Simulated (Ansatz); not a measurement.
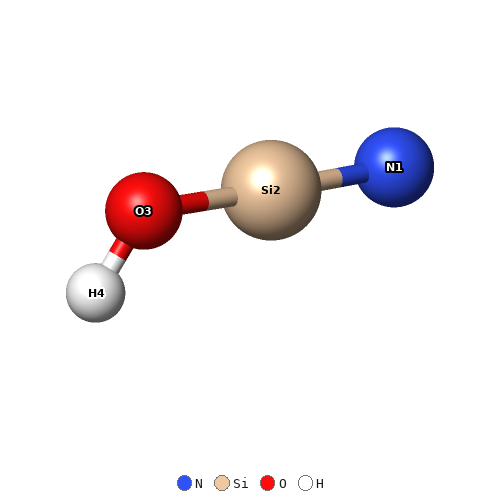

The system is HNOSi, SMILES N#[Si]O; the picture shows the reference structure. 
- First axis: bond length Si2–O3. Second axis: angle H4–O3–Si2.
- Nothing is relaxed (all other coordinates rigid).
- The grid has 15 × 15 points.
- All energies are given in eV relative to the lowest grid point.
- Level of theory: RKS PBE0-D4/def2-TZVP in Ansatz.

Its coordinates:

```xyz
4

N    -1.9583    0.6291    0.4815
Si   -0.4964    0.1364    0.2607
O     1.0221   -0.3808    0.0638
H     1.4326   -0.3847   -0.8061
```

Range: bond length Si2–O3 from 1.358 to 2.101 Å; angle H4–O3–Si2 from 75.8 to 165.8°.

### What landscape does the calculation give?

The lowest grid point is at bond length Si2–O3 = 1.623 Å, angle H4–O3–Si2 = 120.8°. It is the only kind of minimum in the scanned range. The highest grid point, bond length Si2–O3 = 1.358 Å, angle H4–O3–Si2 = 75.8°, lies 3.59 eV above the lowest.

```csv
"angle H4–O3–Si2 ↓, bond length Si2–O3 →",1.358,1.411,1.464,1.517,1.570,1.623,1.676,1.729,1.782,1.836,1.889,1.942,1.995,2.048,2.101
165.8,1.69,0.95,0.50,0.26,0.19,0.24,0.38,0.59,0.84,1.13,1.43,1.74,2.05,2.37,2.68
159.4,1.70,0.95,0.49,0.25,0.17,0.21,0.34,0.54,0.78,1.06,1.36,1.66,1.96,2.27,2.57
153.0,1.72,0.96,0.48,0.23,0.14,0.17,0.29,0.48,0.71,0.98,1.27,1.56,1.86,2.15,2.44
146.5,1.75,0.97,0.48,0.21,0.10,0.12,0.23,0.41,0.63,0.89,1.17,1.45,1.73,2.02,2.30
140.1,1.79,0.99,0.48,0.19,0.07,0.08,0.18,0.34,0.55,0.80,1.06,1.34,1.61,1.89,2.16
133.7,1.84,1.02,0.49,0.18,0.05,0.04,0.12,0.28,0.47,0.71,0.96,1.23,1.50,1.76,2.03
127.3,1.90,1.06,0.51,0.19,0.04,0.01,0.08,0.22,0.41,0.63,0.88,1.13,1.39,1.65,1.91
120.8,1.98,1.12,0.55,0.21,0.04,0.00,0.06,0.18,0.36,0.57,0.80,1.05,1.30,1.56,1.81
114.4,2.08,1.20,0.61,0.25,0.07,0.01,0.05,0.16,0.33,0.53,0.75,0.99,1.24,1.49,1.73
108.0,2.21,1.31,0.70,0.32,0.12,0.05,0.07,0.17,0.32,0.52,0.73,0.96,1.20,1.44,1.68
101.5,2.37,1.45,0.82,0.43,0.21,0.12,0.13,0.22,0.36,0.54,0.74,0.96,1.19,1.43,1.67
95.1,2.57,1.62,0.98,0.57,0.33,0.23,0.23,0.30,0.43,0.60,0.79,1.00,1.22,1.45,1.68
88.7,2.82,1.85,1.19,0.76,0.51,0.39,0.37,0.43,0.54,0.70,0.88,1.08,1.30,1.52,1.74
82.3,3.14,2.15,1.47,1.02,0.74,0.61,0.57,0.61,0.71,0.85,1.02,1.21,1.41,1.62,1.83
75.8,3.59,2.56,1.84,1.36,1.06,0.90,0.84,0.87,0.94,1.07,1.22,1.40,1.58,1.78,1.98
```

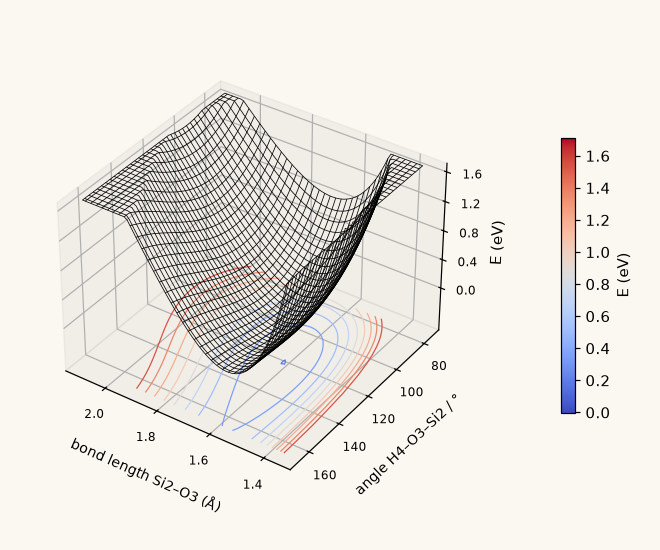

The picture shows a relief with its contours projected below, any walls above the top of the colour scale cut off. Between grid points the surface is interpolated.

The whole map (225 points run) took 12 min on 1 thread of Arm Neoverse N1, with other jobs on the host.
